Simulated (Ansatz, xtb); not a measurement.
Breaking the P1–P2 bond in H4P2 (SMILES PP) (multiplicity 1 held, fragments rigid). Energies count from the point at 2.250 Å.
Geometry at that point (charge 0, multiplicity 1):
```xyz
6

P     -0.989    -0.536     0.007
P      0.989     0.536    -0.007
H     -1.528     0.252    -1.045
H     -1.545     0.311     1.003
H      1.545    -0.311    -1.003
H      1.528    -0.252     1.045
```

Restricted levels (R-, RO-) in cc, def2 and unpolarised 6-31G sets keep to the state of the molecule at rest. Unrestricted levels (U-) break spin symmetry where that is lower. Active spaces are followed from a long bond inwards. Levels need not reach the same state.

Cores are frozen in the correlated methods.

Run with Ansatz (an electronic-structure program); xtb for the GFN methods.  The GFN methods have no spin term and hold the electronic entropy of 300 K.

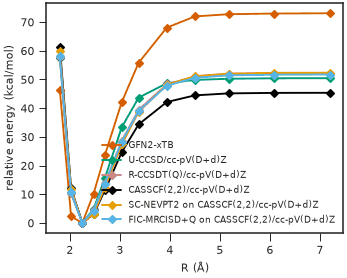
Fig. 1. Relative energy along the coordinate

### Question
Read off the GFN2-xTB curve at R = 3.038.

### Answer
about 42 kcal/mol

Doubts at one or more of the structures used: a spin-contaminated determinant (U-CCSD/cc-pV(D+d)Z); T1 above 0.05 (U-CCSD/cc-pV(D+d)Z); a restricted determinant that unrestricted orbitals would lower (R-CCSDT(Q)/cc-pV(D+d)Z); other coupled-cluster roots lie near (R-CCSDT(Q)/cc-pV(D+d)Z).
